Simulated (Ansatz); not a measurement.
C24H18O8S6 (SMILES Sc1sc(-c2sc(-c3sc(-c4sc(S)c5c4OCCO5)c4c3OCCO4)c3c2OCCO3)c2c1OCCO2)

Input

```
crystal:
  periodic: [false, false, false]
  atoms:
    - {symbol: S, position_ang: [7.498219, 3.880075, 1.674773]}
    - {symbol: C, position_ang: [6.440129, 2.563360, 1.202468]}
    - {symbol: S, position_ang: [4.713604, 2.599849, 1.506070]}
    - {symbol: C, position_ang: [4.472152, 0.997132, 0.832385]}
    - {symbol: C, position_ang: [3.163083, 0.400580, 0.767881]}
    - {symbol: S, position_ang: [1.748328, 1.380520, 0.406369]}
    - {symbol: C, position_ang: [0.663029, -0.000351, 0.499661]}
    - {symbol: C, position_ang: [-0.752614, 0.113865, 0.313850]}
    - {symbol: S, position_ang: [-1.837661, -1.268010, 0.393565]}
    - {symbol: C, position_ang: [-3.261294, -0.274132, 0.113078]}
    - {symbol: C, position_ang: [-4.572326, -0.867265, 0.057752]}
    - {symbol: S, position_ang: [-5.016290, -2.202326, 1.107453]}
    - {symbol: C, position_ang: [-6.634537, -2.303943, 0.439586]}
    - {symbol: S, position_ang: [-7.817849, -3.449838, 1.042250]}
    - {symbol: C, position_ang: [-6.817140, -1.326278, -0.532956]}
    - {symbol: C, position_ang: [-5.650290, -0.525526, -0.759161]}
    - {symbol: O, position_ang: [-5.606156, 0.444378, -1.718573]}
    - {symbol: C, position_ang: [-6.914615, 0.861709, -2.107434]}
    - {symbol: C, position_ang: [-7.802801, -0.342118, -2.395447]}
    - {symbol: O, position_ang: [-7.972833, -1.155534, -1.230781]}
    - {symbol: C, position_ang: [-2.895232, 1.062941, -0.039542]}
    - {symbol: C, position_ang: [-1.488575, 1.272763, 0.058777]}
    - {symbol: O, position_ang: [-0.911303, 2.505150, -0.060846]}
    - {symbol: C, position_ang: [-1.859688, 3.565577, 0.089010]}
    - {symbol: C, position_ang: [-3.130757, 3.270535, -0.698526]}
    - {symbol: O, position_ang: [-3.774101, 2.090332, -0.215169]}
    - {symbol: C, position_ang: [1.396973, -1.154584, 0.780441]}
    - {symbol: C, position_ang: [2.795554, -0.932789, 0.946165]}
    - {symbol: O, position_ang: [3.655748, -1.932394, 1.291877]}
    - {symbol: C, position_ang: [3.098639, -3.226178, 1.055133]}
    - {symbol: C, position_ang: [1.672161, -3.316117, 1.584450]}
    - {symbol: O, position_ang: [0.819982, -2.386106, 0.909673]}
    - {symbol: C, position_ang: [5.692967, 0.468492, 0.413008]}
    - {symbol: C, position_ang: [6.803679, 1.347463, 0.632496]}
    - {symbol: O, position_ang: [8.078104, 1.022014, 0.283984]}
    - {symbol: C, position_ang: [8.141165, -0.104825, -0.595265]}
    - {symbol: C, position_ang: [7.182700, -1.204701, -0.157194]}
    - {symbol: O, position_ang: [5.831865, -0.745260, -0.195601]}
    - {symbol: H, position_ang: [7.506331, 4.563717, 0.486340]}
    - {symbol: H, position_ang: [-7.644017, -4.428698, 0.098516]}
    - {symbol: H, position_ang: [-7.368432, 1.487102, -1.303564]}
    - {symbol: H, position_ang: [-6.794356, 1.483398, -3.016213]}
    - {symbol: H, position_ang: [-7.354390, -0.948613, -3.216455]}
    - {symbol: H, position_ang: [-8.816317, -0.020593, -2.706466]}
    - {symbol: H, position_ang: [-1.367932, 4.485764, -0.282272]}
    - {symbol: H, position_ang: [-2.106290, 3.700731, 1.167387]}
    - {symbol: H, position_ang: [-2.887076, 3.152835, -1.779921]}
    - {symbol: H, position_ang: [-3.858997, 4.097623, -0.586609]}
    - {symbol: H, position_ang: [3.111681, -3.449739, -0.036871]}
    - {symbol: H, position_ang: [3.753094, -3.953512, 1.574357]}
    - {symbol: H, position_ang: [1.246454, -4.322929, 1.407007]}
    - {symbol: H, position_ang: [1.661956, -3.110228, 2.679669]}
    - {symbol: H, position_ang: [9.189571, -0.462064, -0.575229]}
    - {symbol: H, position_ang: [7.893524, 0.213931, -1.634358]}
    - {symbol: H, position_ang: [7.244268, -2.071647, -0.843903]}
    - {symbol: H, position_ang: [7.438919, -1.545535, 0.872904]}
basis:
  gaussian: {orbitals: def2-SVP, fitting: {mean_field: def2-universal-jkfit}, initial_orbitals: start.molden}
hamiltonian: {xc: pbe0, dispersion: d4}
scf: {omitted_lower_state_checks: [starts]}
output: {orbitals: {seedname: orbitals}}
```

Command:

```sh
ansatz run in.yaml --threads 2 --pin off --events-out ev --progress --plain --max-ram 32768MiB --backend cuda --devices 0, --max-vram 18GiB
```

Geometry: PBE-D4/def2-SVP.

All numbers below come from Ansatz 0.2.0, RKS PBE0-D4/def2-SVP.

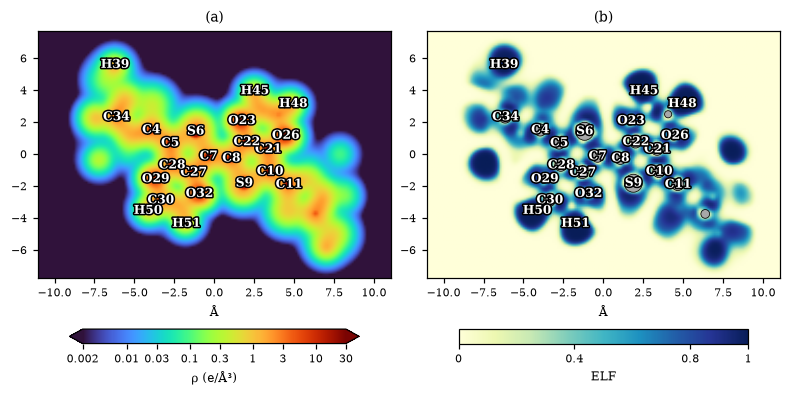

Figure 1. (a) electron density; (b) ELF on the plane of atoms C8, C22 and C21. Grey discs cover the atomic cores in the ELF map.

**Read the bonding off the picture.**

The section cuts through C, S, O and H sites. C–O (1.36 Å): ρ at the midpoint is about 2.3 e/Å³, with its minimum of 1.9 e/Å³ about 0.5 Å from C; the ELF peaks at about 0.90 between the atoms, as expected for a shared but strongly polarised pair. C–C (1.39 Å): ρ is about 2 e/Å³ halfway; the ELF peaks at about 0.95 between the atoms: localised, covalent bonding. C–S (1.76 Å): ρ is about 1.4 e/Å³ halfway; the ELF peaks at about 0.90 between the atoms: a covalent bond. C–H (1.11 Å): ρ at the midpoint is about 1.9 e/Å³; the ELF climbs to about 1 towards the hydrogen, as it does in any bond to H; an ordinary covalent bond to hydrogen. C–O (1.43 Å): ρ at the midpoint is about 2 e/Å³, with its minimum of 1.7 e/Å³ about 0.5 Å from C; the ELF peaks at about 0.90 between the atoms (a shared but strongly polarised pair). The ELF also peaks beside S14, S12, S9, O35, S6 and S3, away from the bonds: lone-pair regions.

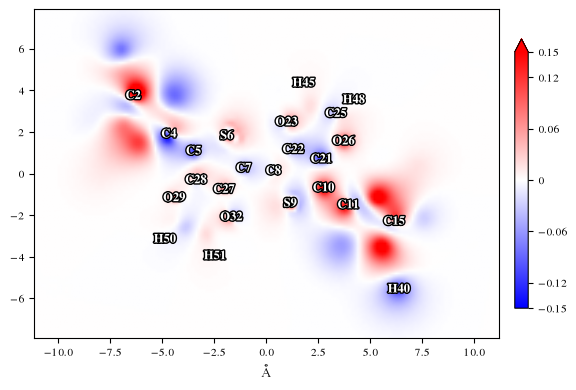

Figure 2. The LUMO on the plane of atoms C7, C27 and C28 (values in Å⁻³ᐟ²; the overall sign is arbitrary).

**What is the character of this orbital?**

No atom holds more than about 10 % of it (Hirshfeld); by element the shares are C 70 %, S 25 % and O 5 %. Its energy is −1.63 eV.

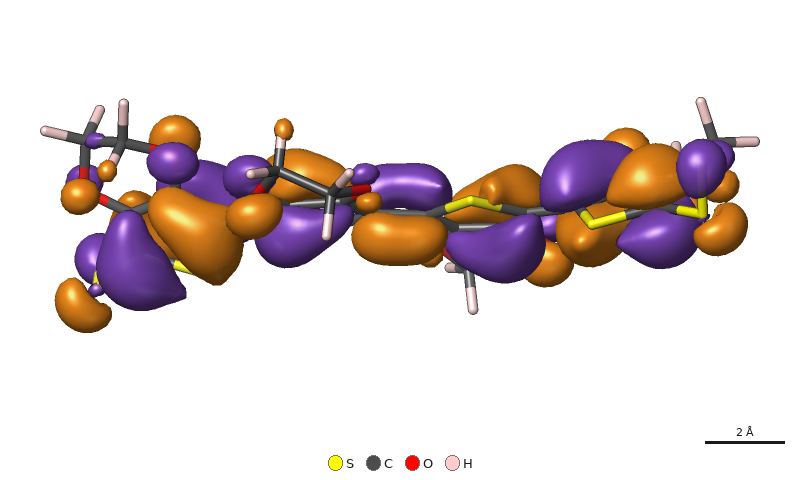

Figure 3. The HOMO−1 at ±0.05 Å⁻³ᐟ² (orange and purple are the two phases), seen from one side.

**Describe this orbital and give its energy.**

No atom holds more than about 10 % of it (Hirshfeld); by element the shares are C 70 %, O 15 % and S 10 %. Its energy is −5.91 eV.
